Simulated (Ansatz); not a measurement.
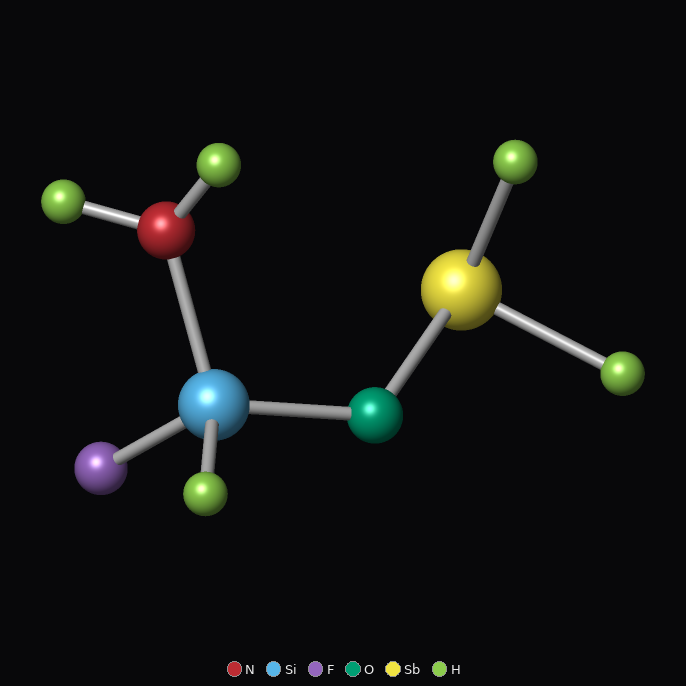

Harmonic vibrations computed with RKS PBE0-D4/def2-TZVP, core potentials on Sb (Ansatz 0.2.0) at a stationary point of the same level.

### Minimum or transition state?

A minimum: no imaginary frequency, and the lowest mode lies at 52 cm⁻¹.

### List the wavenumbers.

24 modes: 52, 72, 93, 208, 288, 341, 404, 420, 501, 663, 676, 761, 821, 838, 844, 894, 935, 1023, 1580, 1931, 1952, 2270, 3607, 3702 cm⁻¹.
